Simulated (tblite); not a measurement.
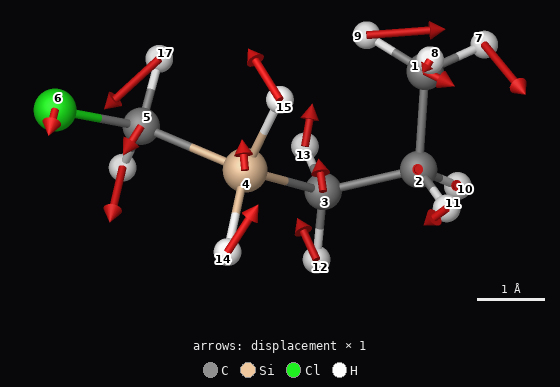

This is a relaxation of C$_{4}$H$_{11}$ClSi. The starting structure is drawn; red arrows show the displacements, at their true length. The two geometries are superimposed by the best rigid fit.

Style: ball-and-stick. Shown at a tilt.

These are results of tblite, GFN2-xTB geometry optimisation, gas phase, not measurements. 

### Which element moves most?

Hydrogen: up to 1.33 Å, against 0.54 Å for carbon.

### What happened in the run?

Over 181 geometry steps the energy falls by 43.8 kJ/mol. The largest move after the best rigid fit is that of an H atom, 1.33 Å. By element the largest moves are H 1.33 Å, C 0.54 Å, Si 0.48 Å, Cl 0.48 Å. Some distances before and after: C–Si 1.853 → 1.903 Å, C–Si 1.872 → 1.913 Å, H–Si 1.499 → 1.466 Å, C–H 1.118 → 1.088 Å. Among the angles between lasting bonds that change: Si–C–H 105.4° → 113.3°, Cl–C–H 114.2° → 106.3°, C–C–H 113.6° → 109.4°. Groups turn about C–Si by about 45°, C–C by about 35°. Cost: 2.3 s on 1 thread of Arm Neoverse N1, with other jobs on the host.
